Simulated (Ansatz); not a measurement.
**Si₂H₆O (built from SMILES O[SiH2][SiH3]): a reaction path by the nudged elastic band**

Aim: the minimum-energy path between two given structures and its highest point. Both ends were relaxed at PBE0-D4 in triple zeta.

Computed with Ansatz 0.2.0, Gaussian basis. Level: PBE0-D4/def2-SVP.

17 further runs of the same task are left out: 1 that didn't finish, 16 set aside as unsound or not needed.

## 1. Where the work starts

The first end: 9 atoms, charge 0, spin multiplicity 1.

Atoms are counted from 1 here; the program's logs count them from 0.

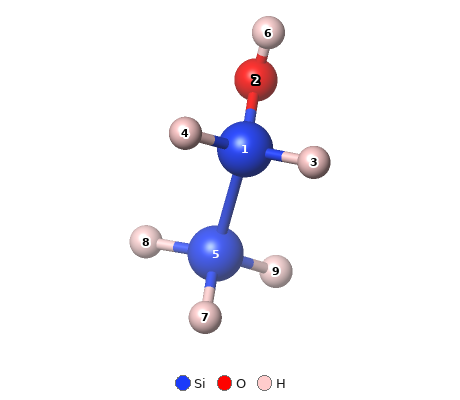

Start geometry, drawn with silicon blue, oxygen red, hydrogen pink; atoms are numbered from 1 in the order of the file.

Geometry (Å):

```csv
atom,x (Å),y (Å),z (Å)
Si1,-0.41117,-0.78305,0.19368
O2,0.96061,-1.48502,0.79403
H3,-0.95438,-1.55971,-0.95956
H4,-1.49043,-0.73902,1.22399
Si5,0.16578,1.38058,-0.47798
H6,0.89577,-2.38579,1.11445
H7,-1.04674,2.05163,-1.02269
H8,0.67282,2.17454,0.67277
H9,1.20764,1.34595,-1.53869
```

The second end:

```
Si   -1.17365   -0.76738   -0.66497
O     0.49886   -1.66228    0.14160
H     0.28190   -2.47849    0.60555
H    -1.67372   -0.51623    0.76073
Si    0.03974    1.27366   -0.47984
H     0.92939   -1.05877    0.76503
H    -0.79531    2.43401   -0.05552
H     1.07500    1.07210    0.60491
H     0.81771    1.70349   -1.67750
```

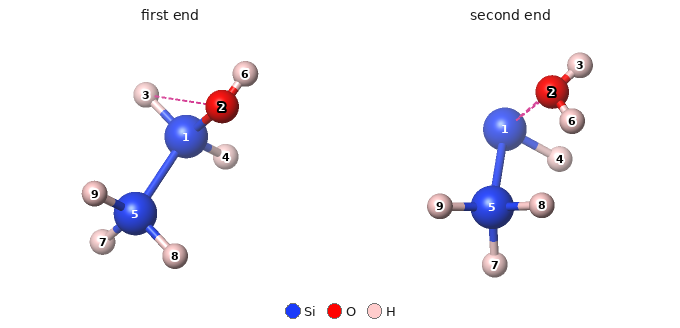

The two ends; dashed lines mark the contacts followed along the path.

## 2. The band at PBE0-D4/def2-SVP

neb/in.yaml

```yaml
crystal:
  periodic: [false, false, false]
  atoms:
    - {symbol: Si, position_ang: [-0.411169, -0.783055, 0.193679]}
    - {symbol: O, position_ang: [0.960614, -1.485023, 0.794034]}
    - {symbol: H, position_ang: [-0.954378, -1.559710, -0.959555]}
    - {symbol: H, position_ang: [-1.490428, -0.739024, 1.223992]}
    - {symbol: Si, position_ang: [0.165777, 1.380576, -0.477985]}
    - {symbol: H, position_ang: [0.895767, -2.385788, 1.114446]}
    - {symbol: H, position_ang: [-1.046739, 2.051633, -1.022685]}
    - {symbol: H, position_ang: [0.672815, 2.174541, 0.672770]}
    - {symbol: H, position_ang: [1.207639, 1.345949, -1.538694]}
basis:
  gaussian: {orbitals: def2-SVP}
hamiltonian: {xc: pbe0, dispersion: d4}
neb:
  images: 5
  climbing: true
  max_iterations: 40
  initial_path: idpp
  final_atoms:
    - {symbol: Si, position_ang: [-1.173655, -0.767384, -0.664974]}
    - {symbol: O, position_ang: [0.498859, -1.662277, 0.141603]}
    - {symbol: H, position_ang: [0.281896, -2.478486, 0.605548]}
    - {symbol: H, position_ang: [-1.673719, -0.516228, 0.760728]}
    - {symbol: Si, position_ang: [0.039742, 1.273657, -0.479835]}
    - {symbol: H, position_ang: [0.929385, -1.058772, 0.765032]}
    - {symbol: H, position_ang: [-0.795314, 2.434006, -0.055515]}
    - {symbol: H, position_ang: [1.075000, 1.072097, 0.604915]}
    - {symbol: H, position_ang: [0.817705, 1.703489, -1.677500]}
```

Run with:

```
$ ansatz run in.yaml --threads 2 --pin off --events-out ev --progress --plain --max-ram 4352MiB
```

**Question.** What will these runs give? Wanted: from earlier runs: barrier over the separately found saddle, CCSD(T)/def2-TZVPP.

As calculated:

| quantity | value |
| --- | --- |
| PBE0-D4/def2-SVP, 18 iterations | highest 300.7 kJ/mol (image 3), last end +203.3 kJ/mol |
| from earlier runs: barrier over the separately found saddle, CCSD(T)/def2-TZVPP | 332.9 kJ/mol |

In words: The highest image lies 300.7 kJ/mol above the first end, and it climbed, so it estimates the saddle. The ends are not quite minima at this level (largest force component 0.51 eV/Å), so the heights are unreliable: relaxing the first end would lower it and raise the barrier above it. The highest image is 32.2 kJ/mol below the CCSD(T) barrier in triple zeta, which comes from separate runs on the saddle.
